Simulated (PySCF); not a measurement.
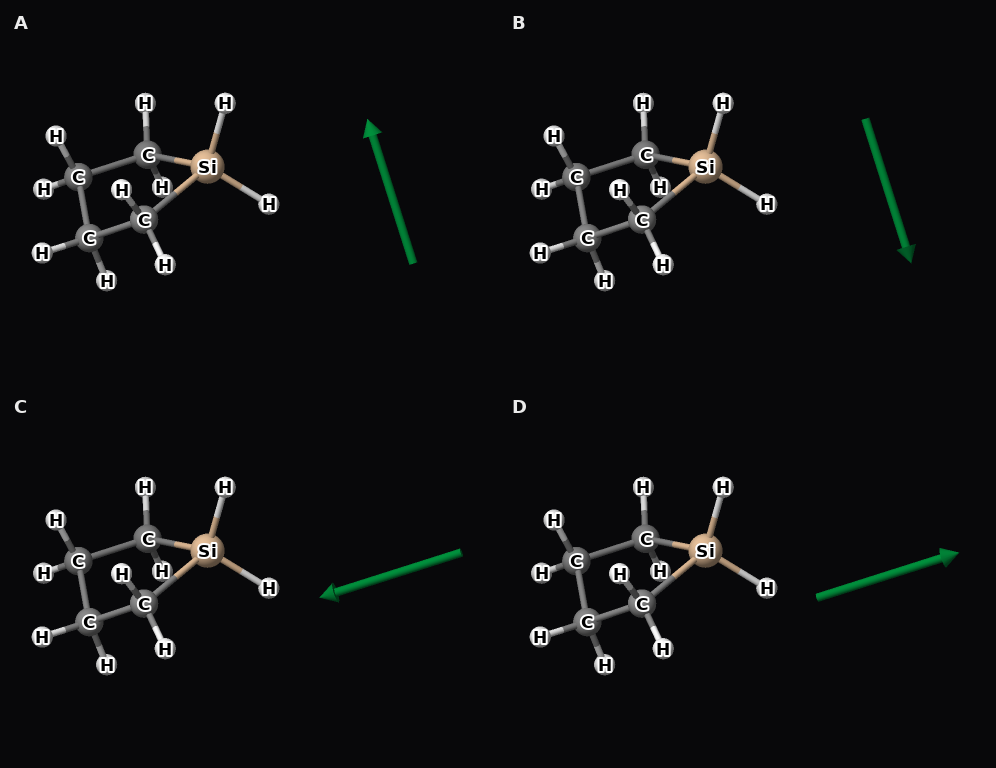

The same molecule four times, each with an arrow. The geometry was computed by an optimisation with GFN2-xTB. No frequency run is at hand to confirm it as a minimum. Level of theory: PBE0/pcSseg-1, gas phase (PySCF 2.14.0).

### Which arrow points along the dipole moment, from the negative to the positive end?

C. The dipole moment is 0.47 D.

The geometry is semi-empirical. Around Si such bond lengths and angles can be off by a tenth of an ångström or more and by several degrees, and values that hang on the shape move with them.
